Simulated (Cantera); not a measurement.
Charge: 1 mol SiH₄, 2.8 mol HCl, 3.7 mol N₂, equilibrated at 1.88 Torr.

Equilibrium computed with Cantera from the NASA thermochemical tables; the gas is ideal and each condensed phase is pure. Candidate condensed phases: NH₄Cl, Si, Si₃N₄; 28 gas species. N₂ is the only nitrogen source here; it is nearly inert below about 1500 K, so the nitride shown seldom forms there in practice. The tables' values for SiCl₃, SiCl are old estimates; treat these amounts as uncertain. Rates play no part.

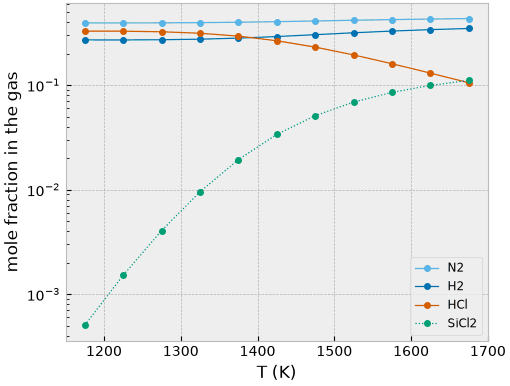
Equilibrium gas composition (values under 1e-9 drawn at 1e-9)

Question: Read off the mole fractions at 1475 K.

Answer: N₂ about 0.41, H₂ about 0.30, HCl about 0.23, SiCl₂ about 0.051.
